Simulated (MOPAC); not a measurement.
# Run report: SiO, geometry relaxation

System: SiO, SMILES O=[Si].
Method: PM6, closed shell (MOPAC 23.2.5).

The atoms were displaced at random from an optimised geometry.

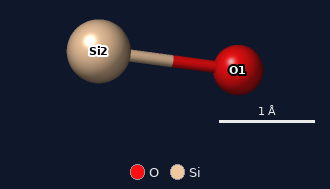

The structure as given in the input (ball-and-stick view, seen at a tilt; atoms are numbered from 1 in the order of the input). Bond lengths as drawn: O–Si 1.53 Å.

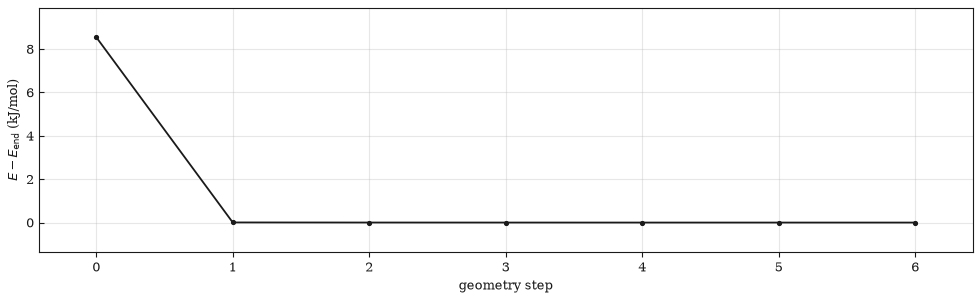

Progress of the relaxation, step by step (steps are counted from 0).

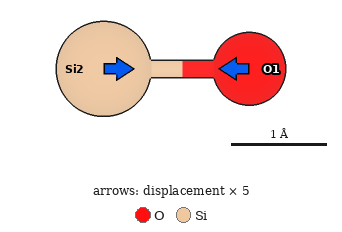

The starting structure with the displacements as blue arrows, magnified 5 times (ball-and-stick view, seen on its broad side). The two geometries are laid on each other by the best rigid fit. The energy falls by 8.55 kJ/mol in 6 geometry steps. The largest force component goes from 1.4 to 0.00042 eV/Å. The largest moves after the best rigid fit, 0.066 Å, are those of O1 and Si2. By element the largest moves are Si 0.066 Å, O 0.066 Å. Among the contacts that change: O1–Si2 1.533 → 1.401 Å. (Atoms are counted from 1 in the order of the input.)

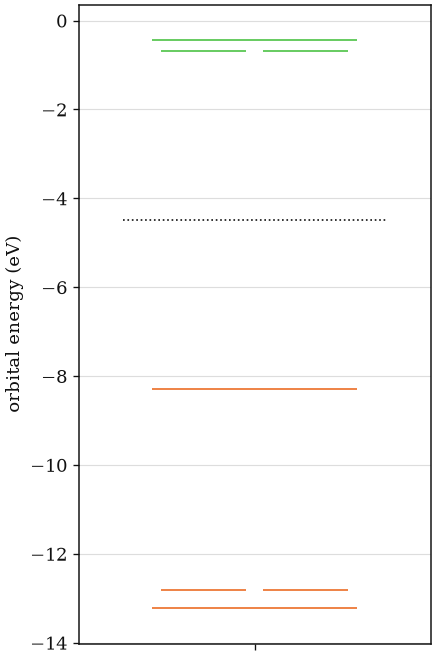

Orbital energies near the frontier; the dotted line parts filled from empty levels, and levels within 0.02 eV of each other stand side by side. Highest filled −8.29 eV, lowest empty −0.69 eV, 7.60 eV apart.

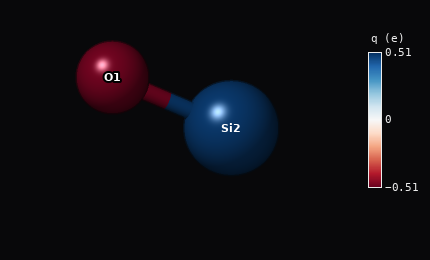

Mulliken charges, as the colour of each atom (ball-and-stick view, seen at an oblique angle; atoms are numbered from 1 in the order of the input). By element: O −0.49 and Si +0.49 e.

The input that produced these results follows, with the program's output.

The input (input.mop):
```
PM6 GNORM=0.05 CYCLES=300 DISP MULLIK BONDS AUX(PRECISION=6) THREADS=1
OSi charge 0
O=[Si]
O     -0.651452     0.249050    -0.323834
Si     0.640030    -0.248880     0.335797
```

Run as:
```bash
mopac input.mop
```

The program's output:
```
MOPAC v23.2.5
PM6 CALCULATION RESULTS

 *  PM6        - The PM6 Hamiltonian to be used
 *  THREADS=1  - MULTI-THREADING NOT USED
 *  CYCLES=    - DO A MAXIMUM OF 300 STEPS
 *  GNORM      - EXIT WHEN GRADIENT NORM DROPS BELOW 0.050
 *  AUX        - OUTPUT AUXILIARY INFORMATION
 *  DISP       - PRINT DISPERSION AND HYDROGEN BOND ENERGIES
 *  BONDS      - FINAL BOND-ORDER MATRIX TO BE PRINTED
 *  MULLIK     - THE MULLIKEN ANALYSIS TO BE PERFORMED
PM6 GNORM=0.05 CYCLES=300 DISP MULLIK BONDS AUX(PRECISION=6) THREADS=1
 OSi charge 0
 O=[Si]
   ATOM   CHEMICAL          X               Y               Z
  NUMBER   SYMBOL      (ANGSTROMS)     (ANGSTROMS)     (ANGSTROMS)

     1       O         -0.65145200  *   0.24905000  *  -0.32383400  *
     2      Si          0.64003000  *  -0.24888000  *   0.33579700  *

          CARTESIAN COORDINATES

    NO.       ATOM           X           Y           Z

     1         O         -0.6515      0.2491     -0.3238
     2        Si          0.6400     -0.2489      0.3358

           Empirical Formula: O Si  =     2 atoms

      MOLECULAR POINT GROUP   :   C*v

      RHF CALCULATION, NO. OF DOUBLY OCCUPIED LEVELS = 5

          Geometry optimization using EF

          DIAGONAL MATRIX USED AS START HESSIAN

 CYCLE:     1 TIME:   0.008 TIME LEFT:  2.00D  GRAD.:    54.634 HEAT:  11.73239
 CYCLE:     2 TIME:   0.000 TIME LEFT:  2.00D  GRAD.:     0.980 HEAT:  9.690207
 CYCLE:     3 TIME:   0.000 TIME LEFT:  2.00D  GRAD.:     0.339 HEAT:  9.689269
 CYCLE:     4 TIME:   0.000 TIME LEFT:  2.00D  GRAD.:     0.211 HEAT:  9.689013
 CYCLE:     5 TIME:   0.000 TIME LEFT:  2.00D  GRAD.:     0.163 HEAT:  9.688893
 CYCLE:     6 TIME:   0.000 TIME LEFT:  2.00D  GRAD.:     0.066 HEAT:  9.688865
 CYCLE:     7 TIME:   0.008 TIME LEFT:  2.00D  GRAD.:     0.014 HEAT:  9.688861

     GRADIENT =  0.01420 IS LESS THAN CUTOFF =  0.05000

 -------------------------------------------------------------------------------
 PM6 GNORM=0.05 CYCLES=300 DISP MULLIK BONDS AUX(PRECISION=6) THREADS=1
 OSi charge 0
 O=[Si]

     GEOMETRY OPTIMISED USING EIGENVECTOR FOLLOWING (EF).
     SCF FIELD WAS ACHIEVED

                              PM6 CALCULATION

          FINAL HEAT OF FORMATION =          9.68886 KCAL/MOL =      40.53819 KJ/MOL

          TOTAL ENERGY            =      -8357.56442 KCAL/MOL = ELECTRONIC ENERGY + CORE-CORE REPULSION
          ENERGY OF ATOMS         =       8367.25328 KCAL/MOL
                              SUM =          9.68886 KCAL/MOL
          DISPERSION ENERGY       =          0.00000 KCAL/MOL
                              SUM =          9.68886 KCAL/MOL = FINAL HEAT OF FORMATION

          TOTAL ENERGY            =       -362.41829 EV
          ELECTRONIC ENERGY       =       -519.61112 EV
          CORE-CORE REPULSION     =        157.19283 EV
          COSMO AREA              =         79.58 SQUARE ANGSTROMS
          COSMO VOLUME            =         66.00 CUBIC ANGSTROMS

          GRADIENT NORM           =          0.01420          =       0.01004 PER ATOM
          IONIZATION POTENTIAL    =          8.289880 EV
          HOMO LUMO ENERGIES (EV) =         -8.290 -0.691
          NO. OF FILLED LEVELS    =          5
          MOLECULAR WEIGHT        =         44.0849         POINT GROUP:  C*v

          MOLECULAR DIMENSIONS (Angstroms)

            Atom       Atom       Distance
           Si     2    O     1     1.40099
           Si     2    O     1     0.00000
            O     1   Si     2     0.00000

          SCF CALCULATIONS        =          8

          WALL-CLOCK TIME         =      0.016 SECONDS
          COMPUTATION TIME        =      0.008 SECONDS

   ATOM   CHEMICAL          X               Y               Z
  NUMBER   SYMBOL      (ANGSTROMS)     (ANGSTROMS)     (ANGSTROMS)

     1       O         -0.62020514  *   0.22500018  *  -0.24402563  *
     2      Si          0.60878314  *  -0.22483018  *   0.25598863  *

                             CARTESIAN COORDINATES

   1    O       -0.620205143     0.225000184    -0.244025632
   2   Si        0.608783143    -0.224830184     0.255988632

           Empirical Formula: O Si  =     2 atoms

      MOLECULAR POINT GROUP   :   C*v

                  EIGENVALUES
 -28.30828 -13.22245 -12.82496 -12.82496  -8.28988  -0.69109  -0.69109  -0.44609
   0.47429   0.47429   3.60244   3.60244   7.30570

              NET ATOMIC CHARGES AND DIPOLE CONTRIBUTIONS

  ATOM NO.   TYPE          CHARGE      No. of ELECS.   s-Pop       p-Pop       d-Pop
    1          O          -0.385019        6.3850     1.67344     4.71158
    2         Si           0.385019        3.6150     1.86846     0.67228     1.07424
 DIPOLE           X         Y         Z       TOTAL
 POINT-CHG.     2.273    -0.832     0.925     2.591
 HYBRID         2.158    -0.790     0.878     2.460
 SUM            4.431    -1.622     1.803     5.051

          ATOMIC ORBITAL ELECTRON POPULATIONS

     Atom    s        px        py        pz      x^2-y^2     xz        z^2       yz        xy
    1  O   1.67344   1.66126   1.52264   1.52769
    2 Si   1.86846   0.23462   0.21853   0.21912   0.29061   0.29234   0.14284   0.07036   0.27809

          BONDING CONTRIBUTION OF EACH M.O.

  1.2571  0.3037  1.4976  1.4976  0.3201 -0.0610 -0.0610 -0.3107 -0.0000 -0.0000
 -1.4366 -1.4366 -1.5702

            (VALENCIES)   BOND ORDERS

     1  O     (2.438)     2 Si 2.438

     2 Si     (2.438)     1  O 2.438

           MULLIKEN POPULATION ANALYSIS

        MULLIKEN POPULATIONS AND CHARGES

      NO.  ATOM   POPULATION      CHARGE
        1    O     6.488895     -0.488895
        2   Si     3.511105      0.488895

 *                    *
 * JOB ENDED NORMALLY *
 *                    *

 TOTAL JOB TIME:             0.02 SECONDS

 == MOPAC DONE ==
```

Trajectory as extended XYZ (Å, eV, eV/Å), 7 frames, from step=0 to step=6:
```
2
Properties=species:S:1:pos:R:3:forces:R:3 step=0 energy=0.50877
O    -0.6515    0.2490   -0.3238    1.4112  -0.5437   0.7206
Si    0.6400   -0.2489    0.3358   -1.4112   0.5437  -0.7206
2
Properties=species:S:1:pos:R:3:forces:R:3 step=1 energy=0.42021
O    -0.6189    0.2240   -0.2407   -0.0252   0.0098  -0.0131
Si    0.6075   -0.2238    0.2527    0.0252  -0.0098   0.0131
2
Properties=species:S:1:pos:R:3:forces:R:3 step=2 energy=0.42017
O    -0.6195    0.2244   -0.2422   -0.0090   0.0034  -0.0038
Si    0.6081   -0.2243    0.2542    0.0090  -0.0034   0.0038
2
Properties=species:S:1:pos:R:3:forces:R:3 step=3 energy=0.42016
O    -0.6198    0.2246   -0.2429   -0.0053   0.0022  -0.0030
Si    0.6084   -0.2245    0.2548    0.0053  -0.0022   0.0030
2
Properties=species:S:1:pos:R:3:forces:R:3 step=4 energy=0.42015
O    -0.6204    0.2251   -0.2444    0.0046  -0.0015   0.0013
Si    0.6090   -0.2250    0.2564   -0.0046   0.0015  -0.0013
2
Properties=species:S:1:pos:R:3:forces:R:3 step=5 energy=0.42015
O    -0.6201    0.2249   -0.2439   -0.0018   0.0007  -0.0006
Si    0.6087   -0.2248    0.2558    0.0018  -0.0007   0.0006
2
Properties=species:S:1:pos:R:3:forces:R:3 step=6 energy=0.42015
O    -0.6202    0.2250   -0.2440    0.0004  -0.0001   0.0001
Si    0.6088   -0.2248    0.2560   -0.0004   0.0001  -0.0001
```

Results in brief:

| quantity | value |
| --- | --- |
| outcome | converged |
| total energy | −13.318627 hartree |
| dispersion energy | 0.000000 hartree |
| heat of formation | 9.69 kcal/mol |
| basis functions | 13 |
| largest force | 0.000 eV/Å |
| HOMO | −8.29 eV |
| LUMO | −0.69 eV |
| dipole moment | 5.05 D |
| hardware | 1 thread of AMD EPYC (Zen 5), 128 GiB of memory available, shared host |
| peak memory | 0.07 GiB |

MOPAC's energies along a path are heats of formation.
